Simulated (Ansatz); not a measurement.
Sc$_{3}$B$_{2}$Sb

The calculation's input:

```
crystal:
  lattice:
    - [3.3587400279, 1.9391694592, 3.4777287903]
    - [-3.3587400279, 1.9391694592, 3.4777287903]
    - [0.0, -3.8783389185, 3.4777287903]
  atoms:
    - { symbol: Sc, position: [0.5, 0.0, 0.0] }
    - { symbol: Sc, position: [0.0, 0.5, 0.0] }
    - { symbol: Sc, position: [0.0, 0.0, 0.5] }
    - { symbol: B, position: [0.4218552234, 0.4218552234, 0.4218552234] }
    - { symbol: B, position: [0.5781447766, 0.5781447766, 0.5781447766] }
    - { symbol: Sb, position: [0.0, 0.0, 0.0] }
basis:
  ecutwfc: 420
kpoints:
  mp_grid: { grid: [6, 6, 6] }
hamiltonian:
  xc: pbe
scf:
  occupations: { method: gaussian, width: 0.1 }
output:
  forces: true
  stress: true
  eigenvalues: true
  write_density: true
  write_potential: true
  elf: true
  volumetric_format: npy
relax:
  adjacent_minimum: "off"
  f_tol: 0.01
  max_steps: 80
  cell: { stress_tol: 0.05 }
```

Run with:

```sh
ansatz run input.yaml --threads 1 --pin off --max-ram 2560MiB --backend cpu --events-out ev --progress --plain --runs-dir out
```

Below, planes, directions and counts refer to the conventional cell (a = 6.80 Å, b = 6.80 Å, c = 10.20 Å, α = 90.00°, β = 90.00°, γ = 120.00°).

The fields are those of the run's last geometry, not of the input's.

Space group R-3m; a structure generated by program, which may or may not match a known phase.

The calculation used DFT PBE, scalar-relativistic, plane waves, PAW (Ansatz 0.2.0).

What will maps of the valence pseudo-density and electron localisation function show?

B–B (1.63 Å): ρ is about 1.1 e/Å³ halfway; the ELF peaks at about 0.95 between the atoms.

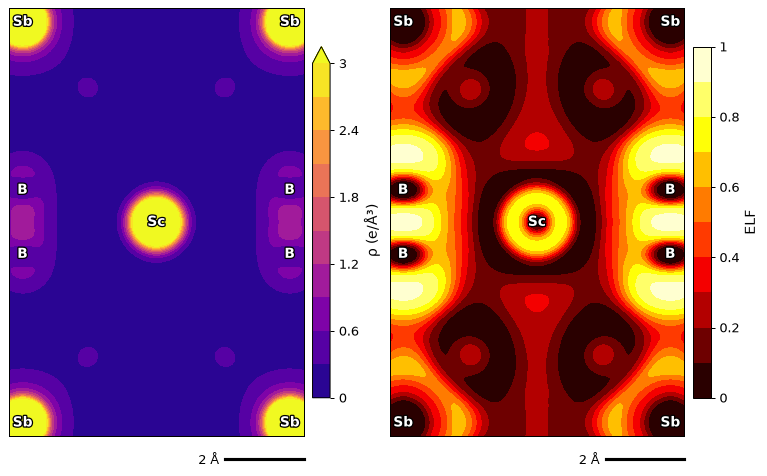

Computed valence pseudo-density and electron localisation function on the (100) plane of the conventional cell, in this order. 
